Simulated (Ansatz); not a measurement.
# How cost and error scale: generalised stacking fault on (111) (glide set) of a Ge-Si solid solution (72 atoms) repeated

Aim: repeat one cell of generalised stacking fault on (111) (glide set) of a Ge-Si solid solution (72 atoms) to ever larger supercells at Γ and follow error, time and memory.

Program: Ansatz 0.2.0. Level of theory: Kohn-Sham DFT, revPBE, PAW (set soft_2), plane waves. Results are calculated unless marked as measured.

### Step 1. Set-up

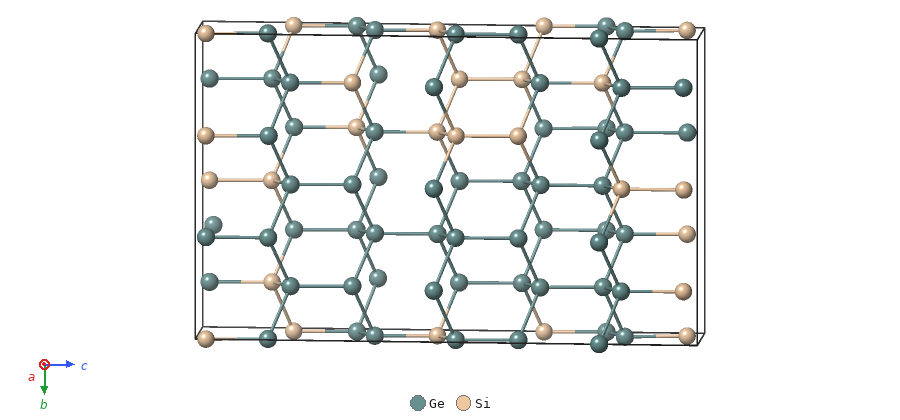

Start, viewed from the side, with the c axis across the page; germanium teal, silicon light orange. Bonds to atoms that aren't drawn are left out. Some periodic images of atoms are drawn too.

The cell holds 72 atoms: 51 Ge and 21 Si. Cell: a = 6.849 Å, b = 11.862 Å, c = 19.778 Å, α = 90.0°, β = 81.7°, γ = 90.0°. It derives from Ge and Si. Diamond-structure Ge lattice (a = 5.5919 Å, the value set for the mixture), cell with z along [111], 1 x 3 x 2 periods; the third cell vector is tilted by 0.417 of 1/2[11-2] and lengthened by 0.2 Å, so the cell holds one fault (glide set); displaced by a Gaussian of 0.01 Å; 21 of 72 Ge sites given to Si at random (lattice constant by Vegard's rule between Ge and Si).

Before any run, some limits are plain. The host structure and its lattice constant were typed by rule, without a check against the phase diagram.

### Step 2. Plane waves, typed cell on a dense mesh

The typed cell on a k-mesh is the yardstick: it samples like Γ on the cell repeated as often as the mesh has points along each axis. Its own convergence isn't tested.

input.yaml reads:

```yaml
crystal:
  lattice:
    - [6.84865, 0.0, 0.0]
    - [0.0, 11.86221, 0.0]
    - [2.85363, 0.0, 19.57091]
  atoms:
    - { symbol: Ge, position: [0.4898, 0.16762, 0.0209] }
    - { symbol: Ge, position: [0.43786, 0.16677, 0.14499] }
    - { symbol: Ge, position: [0.75522, 0.16683, 0.18546] }
    - { symbol: Si, position: [0.70302, 0.16645, 0.30862] }
    - { symbol: Si, position: [0.99204, 0.00021, 0.02095] }
    - { symbol: Ge, position: [0.93993, 0.99899, 0.14373] }
    - { symbol: Si, position: [0.25388, 0.9999, 0.18511] }
    - { symbol: Ge, position: [0.20161, 0.00087, 0.31042] }
    - { symbol: Ge, position: [0.52039, 0.00085, 0.35052] }
    - { symbol: Si, position: [0.46812, 0.00022, 0.47445] }
    - { symbol: Si, position: [0.49166, 0.50021, 0.02067] }
    - { symbol: Si, position: [0.44271, 0.49971, 0.14401] }
    - { symbol: Ge, position: [0.75461, 0.50021, 0.18627] }
    - { symbol: Ge, position: [0.70343, 0.49976, 0.30857] }
    - { symbol: Si, position: [0.99164, 0.3347, 0.02084] }
    - { symbol: Ge, position: [0.93873, 0.33449, 0.14516] }
    - { symbol: Ge, position: [0.25566, 0.33224, 0.186] }
    - { symbol: Si, position: [0.20339, 0.33256, 0.30957] }
    - { symbol: Ge, position: [0.52061, 0.33365, 0.35017] }
    - { symbol: Si, position: [0.46782, 0.33388, 0.47416] }
    - { symbol: Ge, position: [0.0183, 0.16623, 0.35066] }
    - { symbol: Ge, position: [0.96724, 0.16713, 0.47498] }
    - { symbol: Si, position: [0.28492, 0.1674, 0.51569] }
    - { symbol: Si, position: [0.23629, 0.16727, 0.63986] }
    - { symbol: Ge, position: [0.54966, 0.16585, 0.68014] }
    - { symbol: Si, position: [0.49848, 0.16518, 0.80394] }
    - { symbol: Ge, position: [0.78428, 0.00054, 0.51573] }
    - { symbol: Ge, position: [0.73065, 0.0006, 0.63968] }
    - { symbol: Si, position: [0.04782, 0.99973, 0.68087] }
    - { symbol: Ge, position: [0.99919, 0.99954, 0.80449] }
    - { symbol: Ge, position: [0.31394, 0.00194, 0.84568] }
    - { symbol: Si, position: [0.2633, 0.99883, 0.96892] }
    - { symbol: Ge, position: [0.49112, 0.83278, 0.0208] }
    - { symbol: Si, position: [0.44104, 0.83254, 0.14464] }
    - { symbol: Ge, position: [0.75531, 0.83283, 0.18601] }
    - { symbol: Ge, position: [0.70674, 0.83216, 0.30854] }
    - { symbol: Ge, position: [0.99464, 0.66635, 0.02112] }
    - { symbol: Ge, position: [0.94037, 0.66772, 0.14416] }
    - { symbol: Ge, position: [0.25507, 0.6677, 0.18586] }
    - { symbol: Ge, position: [0.20581, 0.66774, 0.30956] }
    - { symbol: Ge, position: [0.52039, 0.66586, 0.35072] }
    - { symbol: Ge, position: [0.4712, 0.66727, 0.47475] }
    - { symbol: Ge, position: [0.01793, 0.50185, 0.35025] }
    - { symbol: Ge, position: [0.9661, 0.49947, 0.47455] }
    - { symbol: Ge, position: [0.28706, 0.50011, 0.51615] }
    - { symbol: Ge, position: [0.23074, 0.50034, 0.63859] }
    - { symbol: Ge, position: [0.55008, 0.49929, 0.68116] }
    - { symbol: Ge, position: [0.4978, 0.50134, 0.80385] }
    - { symbol: Si, position: [0.78516, 0.33334, 0.51632] }
    - { symbol: Si, position: [0.7339, 0.33322, 0.63928] }
    - { symbol: Ge, position: [0.04992, 0.33457, 0.67984] }
    - { symbol: Ge, position: [0.9956, 0.33329, 0.80468] }
    - { symbol: Ge, position: [0.31507, 0.33334, 0.84557] }
    - { symbol: Ge, position: [0.26157, 0.3334, 0.96947] }
    - { symbol: Ge, position: [0.8139, 0.16743, 0.8461] }
    - { symbol: Ge, position: [0.7647, 0.16669, 0.96899] }
    - { symbol: Ge, position: [0.01973, 0.83276, 0.34939] }
    - { symbol: Ge, position: [0.96741, 0.83322, 0.47452] }
    - { symbol: Ge, position: [0.28355, 0.83287, 0.51494] }
    - { symbol: Ge, position: [0.23151, 0.83405, 0.63959] }
    - { symbol: Ge, position: [0.55131, 0.83473, 0.68029] }
    - { symbol: Ge, position: [0.49847, 0.83299, 0.80497] }
    - { symbol: Ge, position: [0.78415, 0.66637, 0.51505] }
    - { symbol: Ge, position: [0.73328, 0.66774, 0.63969] }
    - { symbol: Ge, position: [0.04958, 0.66596, 0.68025] }
    - { symbol: Ge, position: [0.99889, 0.66689, 0.80435] }
    - { symbol: Ge, position: [0.31429, 0.66607, 0.84572] }
    - { symbol: Si, position: [0.26363, 0.66567, 0.96911] }
    - { symbol: Si, position: [0.81266, 0.4992, 0.8467] }
    - { symbol: Si, position: [0.76456, 0.50099, 0.96973] }
    - { symbol: Ge, position: [0.81524, 0.83368, 0.84522] }
    - { symbol: Si, position: [0.76213, 0.83374, 0.969] }
kpoints:
  mp_grid: { grid: [5, 3, 2] }
hamiltonian:
  xc: revpbe
scf:
  occupations: { method: fermi_dirac, width: 0.05 }
output:
  forces: true
  stress: true
  populations: intrinsic
  dos:
    method: { smearing: { sigma: 0.15 } }
    de: 0.1
    projected: { site_lists: { Ge: [Ge], Si: [Si] } }
  eigenvalues: true
```

Launch:

```console
> ansatz run input.yaml --threads 4 --pin off --max-ram 15872MiB --backend cpu --events-out ev --progress --plain --runs-dir out
```

Numbers of over 12 decimals in the logs are rounded to 6 here.

Log:

```text
Engine: ansatz 0.2.0, aarch64-unknown-linux-gnu
Pseudopotentials: kind: paw
Pseudopotential: Ge, paw, valence charge 14, recommended cutoff 420 eV (normal), Ge.paw.azcp
Pseudopotential: Si, paw, valence charge 4, recommended cutoff 420 eV (normal), Si.paw.azcp
[... 5 lines on functional and potentials left out ...]
Crystal: 72 atoms, lattice volume = 1589.943 Å³
Basis set: ecut = 420 eV, 31105 PW (Γ), exchange–correlation on 96×160×270 points (8 copies of the dense FFT grid, shifted against one another)
Bands: 479, of which v1, the nominal top of the filled ones, is band 399 counted from 1 (398 counted from 0)
Symmetry: 1 space group operations
Space group: P1 (ITA 1), of the structure as read, at distance tolerance 1.2e-4 Å
k-points: 16 of 30 (time reversal used)
[... 7 lines on functional and potentials left out ...]
Initial density: superposition of atomic densities (neutral atoms: chi_scale 0, normalization atom), corrected by the library's trained network
Initial wavefunctions: pseudopotential atomic-orbital guess
Functional: x = revpbe(κ = 1.245, μ = 0.219515), c = pbe(β = 0.066725)
SCF iter   1: F=—  HF=-232636.365450 eV  |F-HF|=—  |Δ(HF+E_count)|=         —  Δρ=2.14e-3  dr2=6.90e-1  ethr=1.77e-3  ⟨swp⟩=5.5  Hψ=27247  notcnv=0  defer=419
preconditioner: auto → LDOS  [metal: Δε(μ)=0.017 eV  Ē_g=20.429 eV  σ=0.050 eV  W_gap=0.08  n_scr=382 (ndim 8)  ℏωp=26.3 eV  f_vac=0.026  D(μ)=6.21/eV (n_scr^D=14)  β→1.0]
SCF iter   2: F=—  HF=-232636.588940 eV  |F-HF|=—  |Δ(HF+E_count)|=   2.23e-1  Δρ=2.76e-3  dr2=4.43e0  ethr=8.65e-5  ⟨swp⟩=3.9  Hψ=15806  notcnv=0  defer=851
SCF iter   3: F=—  HF=-232636.304571 eV  |F-HF|=—  |Δ(HF+E_count)|=   2.84e-1  Δρ=7.39e-4  dr2=1.25e-1  ethr=8.65e-5  ⟨swp⟩=3.8  Hψ=13548  notcnv=0  defer=775
SCF iter   4: F=—  HF=-232636.295181 eV  |F-HF|=—  |Δ(HF+E_count)|=   9.39e-3  Δρ=3.47e-4  dr2=2.49e-2  ethr=1.56e-5  ⟨swp⟩=1.9  Hψ=8313  notcnv=0  defer=769
SCF iter   5: F=—  HF=-232636.292717 eV  |F-HF|=—  |Δ(HF+E_count)|=   2.46e-3  Δρ=1.65e-4  dr2=8.25e-3  ethr=3.12e-6  ⟨swp⟩=2.0  Hψ=8273  notcnv=0  defer=769
SCF iter   6: F=—  HF=-232636.291868 eV  |F-HF|=—  |Δ(HF+E_count)|=   8.49e-4  Δρ=6.26e-5  dr2=4.43e-4  ethr=1.03e-6  ⟨swp⟩=2.0  Hψ=8148  notcnv=0  defer=769
SCF iter   7: F=—  HF=-232636.291846 eV  |F-HF|=—  |Δ(HF+E_count)|=   2.17e-5  Δρ=2.48e-5  dr2=8.97e-5  ethr=5.56e-8  ⟨swp⟩=2.1  Hψ=8324  notcnv=0  defer=769
SCF iter   8: F=—  HF=-232636.292006 eV  |F-HF|=—  |Δ(HF+E_count)|=   1.60e-4  Δρ=1.10e-5  dr2=1.30e-5  ethr=1.12e-8  ⟨swp⟩=2.0  Hψ=8593  notcnv=0  defer=775
SCF iter   9: F=—  HF=-232636.292006 eV  |F-HF|=—  |Δ(HF+E_count)|=   1.80e-7  Δρ=4.92e-6  dr2=7.31e-7  ethr=1.63e-9  ⟨swp⟩=2.0  Hψ=8184  notcnv=0  defer=775
SCF iter  10: F=—  HF=-232636.292007 eV  |F-HF|=—  |Δ(HF+E_count)|=   5.58e-7  Δρ=2.22e-6  dr2=1.73e-7  ethr=9.17e-11  ⟨swp⟩=2.1  Hψ=9227  notcnv=0  defer=775
SCF iter  11: F=—  HF=-232636.292007 eV  |F-HF|=—  |Δ(HF+E_count)|=   1.30e-7  Δρ=1.18e-6  dr2=1.07e-7  ethr=1.25e-11  ⟨swp⟩=10.8  Hψ=35077  notcnv=0
SCF iter  12: F=-232636.292007 eV  HF=-232636.292007 eV  |F-HF|=5.53e-10  |Δ(HF+E_count)|=   1.71e-8  Δρ=4.04e-7  dr2=5.53e-9  ethr=1.25e-11  ⟨swp⟩=3.4  Hψ=16424  notcnv=0
SCF 1 converged in 12 iterations: F = -232636.292007 eV  dr2 = 5.53e-9
  greatest PAW one-centre occupation: 0.998 electrons in one spin orbital (limit 2), on the Ge atom at site 0 (counted from 0), in its partial waves of l = 2
SCF converged after 12 iterations
Free energy (F): -232636.292007 eV
Harris-Foulkes:  -232636.292007 eV  (|F-HF|=5.53e-10)
Internal energy: -232636.235586 eV  (E = F + TS)
E sigma→0 (E₀):  -232636.263796 eV
Entropy (-TS):   -0.056421 eV (-0.784 meV/atom)
Fermi energy:    8.342578 eV
--- Per-component energies (eV) ---
  E_band       = -7807.147870
  E_kinetic    = 6533.408828
  E_local      = -146268.716475  (includes V_loc(G=0)·N_el)
  E_nonlocal   = 21880.813056
  E_hartree    = 65141.361638
  E_xc         = -5019.183840
  E_vxc        = -4272.415171  (∫ρ·V_xc dr)
  E_paw        = -114029.095343  (= ΣΔE_a)
  E_vpaw       = -15962.981750  (= ΣTr[D̂ρ^β])
  E_aug_tail   = 0.015982  (compensation charges beyond the density's cutoff)
  E_ewald      = -60867.783219
  E_core_change = -7.056212  (= ΣΔE_core)
  E_smearing   = -0.056421  (= −TS)
  E_closure    = 0.000000  (closes the sum)
  Σ components = -232636.292007   (vs F -232636.292007, Δ=0.00e0)
--- Forces (eV/Å), atoms counted from 1 ---
  atom   1  Ge    -8.09870831    -0.12867573     2.40263027
  atom   2  Ge    -0.18061087    -0.52386281    -0.02430609
  atom   3  Ge     0.05989207    -0.08252291     0.34546901
  atom   4  Si     0.04791330     0.07013393     0.09524510
  atom   5  Si    -6.56641278    -0.11450304     1.46068811
  atom   6  Ge     0.34954462     0.10812558    -0.23590966
  atom   7  Si     0.37965353    -0.43203504     0.03978614
  atom   8  Ge     0.13848178    -0.14112735    -0.80746917
  atom   9  Ge     0.25074534     0.16313075     0.27878896
  atom  10  Si    -0.21185433     0.37898951     0.11859929
  atom  11  Si    -6.55358393     0.12351674     2.01698871
  atom  12  Si    -0.29571937     0.04875333    -0.39918782
  atom  13  Ge    -0.31969242     0.16771953    -0.46211154
  atom  14  Ge    -0.02442923     0.04315143     0.19733132
[...]
atom  71  Ge    -0.02701904    -0.07066326     0.61333178
  atom  72  Si     7.77244158     0.17123041    -2.30026834
  max |Σ_I F_I| component: 7.14e-5 eV/Å
--- Stress (GPa, compression-positive) ---
        9.054577      -0.016129      -4.596235
       -0.016129       2.937643       0.019167
       -4.596235       0.019167       5.129258
  P = ⅓ Tr σ = 5.7072 GPa (57.072 kbar)
--- Band table (eV; the first three rows and the last of 16) ---
  k-point 0: bands = ["-17.2339", "-16.9261", "-16.9250", "-16.9228", [... 463 levels ...], "11.8077", "12.1039", "12.1802", "12.2021", "12.2290", "12.2464", "12.2549", "12.3040", "12.3237", "12.4427", "12.4907", "12.5009"]
[...]
--- intrinsic populations: 72 sites ---
  site symbol       q [e]
     0     Ge     14.0189
     1     Ge     14.0046
     2     Ge     14.0061
[...]
71     Si      3.9609
  spilling = -0.000000 (of n_electrons = 798.000000)
```

Wall time 25 min (4 threads of Arm Neoverse V1, shared host); peak memory 9 GiB.

Reading the cycles: dr2 is the Hartree energy of the density residual (eV), the measure of convergence; HF is the Harris–Foulkes estimate of the energy, which meets the free energy F at convergence.

The program notes that it cut back its work space to fit the memory limit.

Numbers from this run:

- free energy: -232636.2920 eV
- free energy per atom: -3231.0596 eV/atom
- SCF cycles: 12
- pressure: 5.707 GPa
- r.m.s. force component: 1.852 eV/Å
- longest force: 8.468 eV/Å
- Fermi energy: 8.343 eV
- levels partly filled by over 2 per cent: 19

The r.m.s. force component of 1.9 eV/Å sets the scale for the differences below.

### Step 3. Plane waves, 72 atoms

The typed cell is solved at Γ alone, the coarsest sampling of the series.

input.yaml, the sections that differ from step 2:

```yaml
kpoints:
  mp_grid: { grid: [1, 1, 1] }
output:
  forces: true
# crystal, hamiltonian, scf: as in step 2
```

Log:

```text
[...]
Crystal: 72 atoms, lattice volume = 1589.943 Å³
Basis set: ecut = 420 eV, 31105 PW (Γ), exchange–correlation on 96×160×270 points (8 copies of the dense FFT grid, shifted against one another)
Bands: 471, of which v1, the nominal top of the filled ones, is band 399 counted from 1 (398 counted from 0)
Symmetry: 1 space group operations
[...]
k-points: 1
[...]
SCF iter   1: F=—  HF=-232631.566358 eV  |F-HF|=—  |Δ(HF+E_count)|=         —  Δρ=3.67e-3  dr2=1.05e0  ethr=1.77e-3  ⟨swp⟩=6.0  Hψ=1711  notcnv=0
[...]
SCF iter   3: F=—  HF=-232631.442375 eV  |F-HF|=—  |Δ(HF+E_count)|=   8.33e-2  Δρ=5.52e-4  dr2=2.08e-2  ethr=1.10e-4  ⟨swp⟩=2.0  Hψ=527  notcnv=0  defer=34
automatic band count: iteration 3 solves 466 bands in place of 471: the levels show a gap, and the empty bands left out lie too high to hold charge; the band table lists the bands solved (type scf.n_extra_bands for more)
SCF iter   4: F=—  HF=-232631.441656 eV  |F-HF|=—  |Δ(HF+E_count)|=   7.19e-4  Δρ=2.51e-4  dr2=3.78e-3  ethr=2.61e-6  ⟨swp⟩=2.0  Hψ=814  notcnv=0  defer=30
[...]
SCF iter   9: F=-232631.441782 eV  HF=-232631.441782 eV  |F-HF|=3.02e-8  |Δ(HF+E_count)|=   2.18e-7  Δρ=1.19e-6  dr2=6.79e-8  ethr=1.25e-11  ⟨swp⟩=2.0  Hψ=1459  notcnv=0
SCF 1 converged in 9 iterations: F = -232631.441782 eV  dr2 = 6.79e-8
[...]
SCF converged after 9 iterations
Free energy (F): -232631.441782 eV
[...]
Internal energy: -232631.329104 eV  (E = F + TS)
E sigma→0 (E₀):  -232631.385443 eV
Entropy (-TS):   -0.112677 eV (-1.565 meV/atom)
Fermi energy:    8.533351 eV
[...]
Σ components = -232631.441782   (vs F -232631.441782, Δ=0.00e0)
--- Forces (eV/Å), atoms counted from 1 ---
  atom   1  Ge    -7.56594135    -0.12317136     2.82589358
  atom   2  Ge     0.15748585    -0.57114518     0.02707734
  atom   3  Ge    -0.32360070    -0.10041632     0.31021389
  atom   4  Si     0.38172696     0.11588443     0.07684611
[...]
atom  72  Si     7.33849258     0.15107850    -2.74753299
  max |Σ_I F_I| component: 1.69e-5 eV/Å
```

The job ended after 25 s (4 threads; peak memory 2.2 GiB; 91 s of CPU time).

The energy lies 67.4 meV/atom above the dense-mesh reference.

### Step 4. Support functions, 72 atoms

The typed cell is solved at Γ alone, now in support functions.

This step: Kohn-Sham DFT, revPBE, PAW (set soft_2), localised support functions (medium) (Ansatz 0.2.0).

input.yaml, as its differences from that of step 3:

```diff
@@ -13,2 +13,5 @@
   occupations: { method: fermi_dirac, width: 0.05 }
+  eigensolver: { kind: { support_functions: { accuracy: medium } } }
+  mixing: { beta: 0.4 }
+  max_iter: 150
 output:
```

Log:

```text
Warning: scf.eigensolver.kind.support_functions: disabling space-group detection — the functions' gradient is summed over unrotated k-points, so no spatial operation reduces the k-mesh or symmetrises the density; time reversal is kept, so that k and −k are solved as one point where they differ and the mesh holds both, and exact exchange and, on two spinor components, a DFT+U term hold to it where the run has them: [...]
settings of this run that can trade accuracy for cost: scf.eigensolver.kind.support_functions [...]
[...]
Crystal: 72 atoms, lattice volume = 1589.943 Å³
Basis set: ecut = 420 eV, 31105 PW (Γ), exchange–correlation on 96×160×270 points (8 copies of the dense FFT grid, shifted against one another)
Bands: 479, of which v1, the nominal top of the filled ones, is band 399 counted from 1 (398 counted from 0)
Symmetry: 1 space group operations
k-points: 1
[...]
SCF iter   1: F=—  HF=-232617.230203 eV  |F-HF|=—  |Δ(HF+E_count)|=         —  Δρ=3.39e-2  dr2=2.04e1  ethr=1.00e-1
[...]
SCF iter  12: F=—  HF=-232631.513555 eV  |F-HF|=—  |Δ(HF+E_count)|=   2.49e-4  Δρ=8.23e-6  dr2=1.59e-6  ethr=9.57e-10  κ⁻¹=4.5e-6(r=7)
SCF iter  13: F=-232631.513754 eV  HF=-232631.513754 eV  |F-HF|=2.58e-8  |Δ(HF+E_count)|=   1.99e-4  Δρ=5.49e-6  dr2=3.65e-7  ethr=1.99e-10
SCF 1 converged in 13 iterations: F = -232631.516439 eV  dr2 = 3.65e-7
[...]
SCF converged after 13 iterations
Stability not checked: this state was not tested for a lower state beside it, because the mixer in use, unlike msr1, does not test its closes by its own steps (another_mixer; see scf.mixing.algorithm and scf.lower_state_search)
Free energy (F): -232631.516439 eV
[...]
Internal energy: -232631.403800 eV  (E = F + TS)
E sigma→0 (E₀):  -232631.460120 eV
Entropy (-TS):   -0.112639 eV (-1.564 meV/atom)
Fermi energy:    8.533273 eV
[...]
Σ components = -232631.516439   (vs F -232631.516439, Δ=0.00e0)
--- Forces (eV/Å), atoms counted from 1 ---
  atom   1  Ge    -7.56106730    -0.12319743     2.82295703
  atom   2  Ge     0.15759597    -0.57111796     0.02705753
  atom   3  Ge    -0.32384020    -0.10043891     0.31047264
  atom   4  Si     0.38177733     0.11593373     0.07694897
[...]
atom  72  Si     7.33813414     0.15112225    -2.74736560
  max |Σ_I F_I| component: 4.87e-3 eV/Å
--- Band table (eV) ---
[...]
guard bands above this table: 69 of the run's 479 bands (output.publish_guard_bands: true publishes all)
[...]
```

Wall time 2.2 min (4 threads); peak memory 3.4 GiB.

The program notes that the band table was not solved further than the SCF left it and it switched symmetry off.

The energy lies 66.3 meV/atom above the dense-mesh reference, and 1.0 meV/atom below plane waves of the same size, an offset between the two bases that leaves the sampling error alike.

### Step 5. Plane waves, 144 atoms

The cell is repeated and solved at Γ in plane waves, whose cost grows towards the cube of the size.

This step: Kohn-Sham DFT, revPBE, PAW (set soft_2), plane waves (Ansatz 0.2.0).

input.yaml, the sections that differ from step 4:

```yaml
crystal:
  lattice:
    - [6.84865, 0.0, 0.0]
    - [0.0, 11.86221, 0.0]
    - [2.85363, 0.0, 19.57091]
  atoms:
    [... the 72 atom lines of step 2 ...]
  supercell: [2, 1, 1]
scf:
  occupations: { method: fermi_dirac, width: 0.05 }
# kpoints, hamiltonian, output: as in step 4
```

Wall time 2.2 min (4 threads); peak memory 6.2 GiB.

The program repeats the typed cell 2×1×1 times, 144 atoms in all; totals in the log are those of the whole repeated cell, and force differences are taken after averaging over the copies of each atom.

It converged in 9 SCF cycles; the log is left out.

The energy lies 56.7 meV/atom above the dense-mesh reference.

[end of part 1 of 2]

[Logs are printed without paths, hosts, clocks, repeated set-up lines and the standing remarks that a program may print on its own settings, such as how far it seeks lower states.]

[Hosts, paths, dates, database ids (printed as entryN), source tags and the programs' standing remarks are cut or masked in the printed files.]
